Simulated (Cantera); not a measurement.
Charge: 1 mol B2O3, 85 mol H2, 39 mol N2, at 0.00180 bar.

Cantera equilibrium calculation (NASA polynomials, part measured and part estimated; ideal gas, pure solids and liquids). Candidate condensed phases: B, BN, B2O3, B3O3H3, H2O; 39 gas species. N2 is the only nitrogen source here; it is nearly inert below about 1500 K, so the nitride shown seldom forms there in practice. Mutual solubility and eutectic melting of coexisting phases are not modelled. Rates play no part.

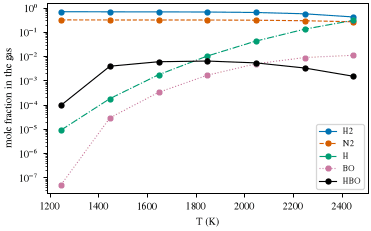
Fig. 1. Equilibrium gas composition (values under 1e-9 drawn at 1e-9)

At 1248 K the condensed part is BN(s) + B2O3(l). At 1448 K the condensed part is BN(s). From 1648 K to 2448 K nothing is condensed. The main B-bearing gas is HBO2 at 1248 K and BO at 2448 K.
